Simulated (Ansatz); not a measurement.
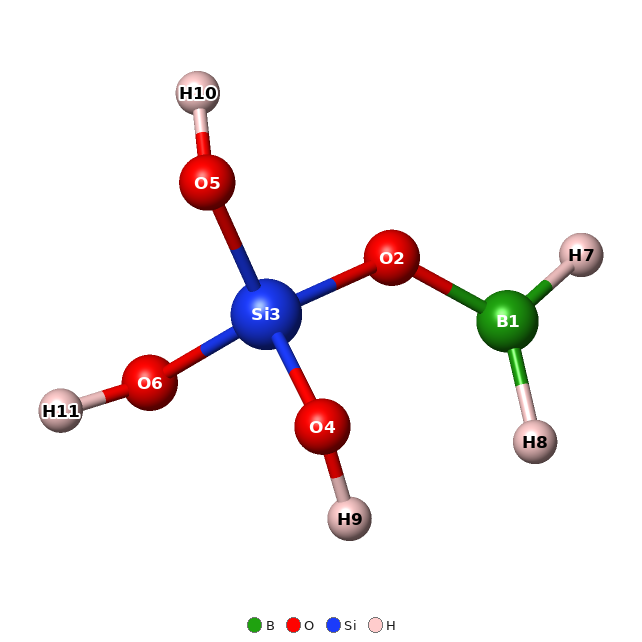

Harmonic vibrations computed with RKS PBE0-D4/def2-TZVP (Ansatz 0.2.0) at a stationary point of the same level.

Question: Is this a minimum or a saddle point?

Answer: A minimum: no imaginary frequency, and the lowest mode lies at 51 cm⁻¹.

Question: List the wavenumbers.

Answer: 27 modes: 51, 103, 154, 221, 240, 271, 303, 341, 371, 384, 408, 716, 794, 807, 847, 920, 979, 1009, 1033, 1059, 1234, 1401, 2532, 2632, 3927, 3936, 3939 cm⁻¹.
